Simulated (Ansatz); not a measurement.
**SnH2Me(SiH3) (CH8SiSn): reading failed and doubtful runs**

2 inputs were typed for SnH2Me(SiH3) (CH8SiSn). Each is run as it stands; the log then has to tell whether the result can be used.

Computed with Ansatz 0.2.0, Gaussian basis. Level: the settings change from run to run.

4 further runs of the same task are left out: 4 set aside as unsound or not needed.

### Step 1. The molecule

An earlier r2SCAN-D4/def2-SVP relaxation fixed the geometry. Sn takes a core potential in def2 sets; no spin-orbit term is included.

11 atoms, charge 0, spin multiplicity 1.

Atoms are counted from 1 here; the program's logs count them from 0.

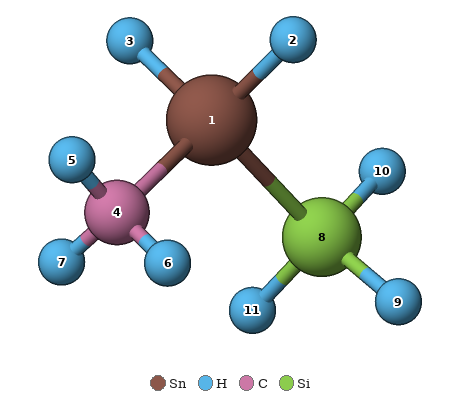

The structure; tin brown, hydrogen blue, carbon pink, silicon green; atoms are numbered from 1 in the order of the file.

Geometry (Å):

```xyz
11
charge 0, multiplicity 1
Sn    0.7494    0.1518    0.5308
H     0.7771    0.1629    2.2502
H     2.3792    0.1728   -0.0172
C    -0.2403    1.9450   -0.1628
H     0.2833    2.8297    0.2281
H    -1.2823    1.9645    0.1876
H    -0.2301    1.9825   -1.2616
Si   -0.4275   -1.9762   -0.3092
H    -1.8207   -2.0553    0.2298
H     0.3162   -3.1971    0.1275
H    -0.5044   -1.9807   -1.8032
```

### Step 2. Try 1

Contents of in.yaml:

```yaml
crystal:
  periodic: [false, false, false]
  atoms:
    - {symbol: Sn, position_ang: [0.749422, 0.151786, 0.530838]}
    - {symbol: H, position_ang: [0.777095, 0.162881, 2.250219]}
    - {symbol: H, position_ang: [2.379248, 0.172835, -0.017206]}
    - {symbol: C, position_ang: [-0.240316, 1.945008, -0.162753]}
    - {symbol: H, position_ang: [0.283328, 2.829701, 0.228056]}
    - {symbol: H, position_ang: [-1.282300, 1.964506, 0.187572]}
    - {symbol: H, position_ang: [-0.230081, 1.982482, -1.261602]}
    - {symbol: Si, position_ang: [-0.427478, -1.976171, -0.309215]}
    - {symbol: H, position_ang: [-1.820666, -2.055310, 0.229799]}
    - {symbol: H, position_ang: [0.316180, -3.197061, 0.127504]}
    - {symbol: H, position_ang: [-0.504442, -1.980658, -1.803212]}
basis:
  gaussian: {orbitals: def2-mTZVPP}
hamiltonian: {xc: {name: HF}}
kpoints: {mp_grid: {grid: [2, 2, 2]}}
output: {forces: true}
```

Launch:

```bash
ansatz run in.yaml --threads 4 --pin off --events-out ev --progress --plain --max-ram 3916MiB
```

Standard output:

```text
Error: invalid value for `basis.gaussian`: such a run doesn't read kpoints; remove what it names
```

Run time: 0.06 s. Hardware: 4 threads of Intel Xeon at 2.50GHz, shared host.

**Diagnosis.** The program refused the input. The input holds a key that doesn't belong there. Cure: remove the key, or spell it as the input reference has it.

### Step 3. Try 2

Contents of in.yaml:

```yaml
crystal:
  periodic: [false, false, false]
  atoms:
    - {symbol: Sn, position_ang: [0.749422, 0.151786, 0.530838]}
    - {symbol: H, position_ang: [0.777095, 0.162881, 2.250219]}
    - {symbol: H, position_ang: [2.379248, 0.172835, -0.017206]}
    - {symbol: C, position_ang: [-0.240316, 1.945008, -0.162753]}
    - {symbol: H, position_ang: [0.283328, 2.829701, 0.228056]}
    - {symbol: H, position_ang: [-1.282300, 1.964506, 0.187572]}
    - {symbol: H, position_ang: [-0.230081, 1.982482, -1.261602]}
    - {symbol: Si, position_ang: [-0.427478, -1.976171, -0.309215]}
    - {symbol: H, position_ang: [-1.820666, -2.055310, 0.229799]}
    - {symbol: H, position_ang: [0.316180, -3.197061, 0.127504]}
    - {symbol: H, position_ang: [-0.504442, -1.980658, -1.803212]}
basis:
  gaussian: {orbitals: cc-pVTZ-rifit}
hamiltonian: {xc: {name: PBE0}}
scf: {omitted_lower_state_checks: [starts]}
```

The command is unchanged.

Standard output:

```text
Functional definition: PBE0
  name "PBE0"
  cite "Adamo & Barone, J. Chem. Phys. 110, 6158 (1999) doi:10.1063/1.478522"
  cite "Perdew, Burke & Ernzerhof, Phys. Rev. Lett. 77, 3865 (1996) doi:10.1103/PhysRevLett.77.3865"
  parent pbe
  parameter a = 0.25
  parameter kappa = 0.804
  parameter beta = 0.06672455060314922
  exchange = (1 - a)*pbe_x(kappa = kappa, mu = beta*pi^2/3) + a*exact_x
  correlation = pbe_c(beta = beta)
these checks for a lower state are left out or cut short: starts
Error: <dir> the basis set cc-pVTZ-RIFIT has no functions for Sn
```

Wall time 0.21 s (4 threads of Intel Xeon at 2.50GHz, shared host).

Diagnosis: Refused before any calculation. The basis set is misnamed or doesn't suit the job. Fix: name an orbital basis set that the library holds for every element here.

### Step 4. How the tries ended

| try | level | ended | cause | time |
| --- | --- | --- | --- | --- |
| 1 | HF/def2-mTZVPP | refused | the input holds a key that doesn't belong there | 0.06 s |
| 2 | PBE0/cc-pVTZ-rifit | refused | the basis set is misnamed or doesn't suit the job | 0.21 s |

2 refused. A refusal costs next to no computing time.
